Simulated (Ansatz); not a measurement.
## Electronic structure of Cl₄F₂Mo···HBr in real space

```xyz
9

Mo    0.0555   -0.2084   -0.3379
F     0.6269   -0.1068    1.4647
Cl    2.2267   -0.6020   -0.9758
Cl    0.3733    2.0650   -0.5121
F    -1.6611    0.1375    0.3002
Cl   -0.3213   -2.4634   -0.0057
Cl   -0.7391   -0.3567   -2.4840
Br    1.4873    2.8582    2.7384
H     1.1675    1.4641    2.5467
```

Core potentials replace the inner electrons of Mo.

The calculation used RKS PBE/def2-SVP (Ansatz 0.2.0).

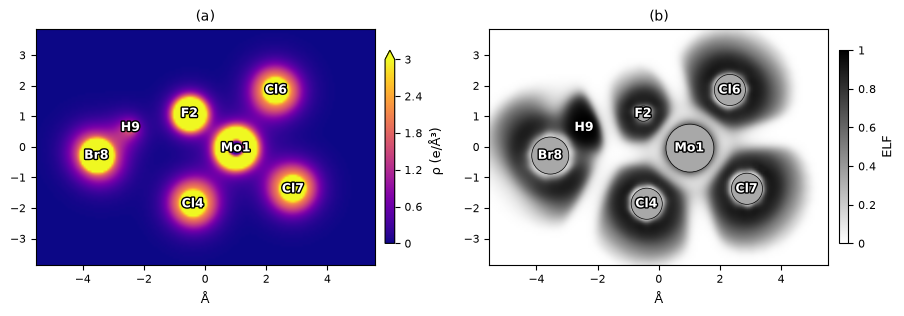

Figure 1. (a) electron density; (b) electron localisation function on the plane of atoms F2, Mo1 and Cl4. Grey discs cover the atomic cores in the ELF map.

**Describe what can be read from this map.**

- Atoms in the plane: Mo, F, Cl, Br and H.
- F2···H9 (1.98 Å): the density falls to about 0.15 e/Å³ on the way; the ELF dips to about 0.10 between them.
- Mo–F (1.89 Å): ρ at the midpoint is about 1 e/Å³; the ELF peaks at about 0.85 in the valence shell of F, 0.5 Å from its nucleus, and drops to about 0.20 between the two atoms.
- Mo–Cl (2.29 Å): the density is about 0.64 e/Å³ at the midpoint; the ELF peaks at about 0.85 in the valence shell of Cl, 0.8 Å from its nucleus, and is about 0.35 at the midpoint.
- Br–H (1.44 Å): the density is about 1.6 e/Å³ at the midpoint; the ELF climbs to about 1 towards the hydrogen, as it does in any bond to H.
- The ELF also peaks beside Br8, away from the bonds: lone-pair regions.

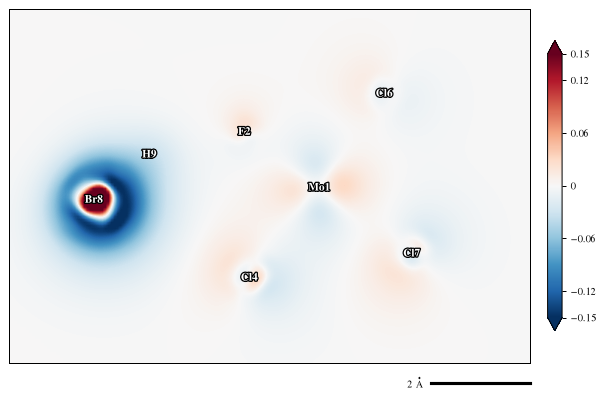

Figure 2. The HOMO−1 on the plane of atoms Cl4, Mo1 and Cl7 (values in Å⁻³ᐟ²; the overall sign is arbitrary).

**Where does this orbital lie, and at what energy?**

By Hirshfeld shares it lies mainly on Br8 (about 95 %); largely a lone pair of Br8. Its energy is −7.22 eV.
